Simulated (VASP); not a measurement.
Band structure of YAs (relaxed from the zinc blende structure, space group F-43m). These are PBE GGA, VASP's PBE PAW potentials (set 64) (plane waves; VASP) values and carry that method's errors.

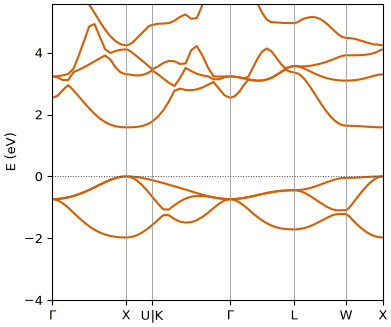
Figure. Bands along high-symmetry lines, zero at the valence-band maximum or, without a gap, the Fermi level

### Question
Read the plot: is there a gap, and where are the band edges?

### Answer
The gap is direct, 1.58 eV, from the valence maximum at X to the conduction minimum at X. (Edges off the drawn lines would not show.)

The structure was generated: YAs was put into the zinc blende type (F-43m), which need not be its known phase. It was relaxed first, which changed the volume by -25 %.
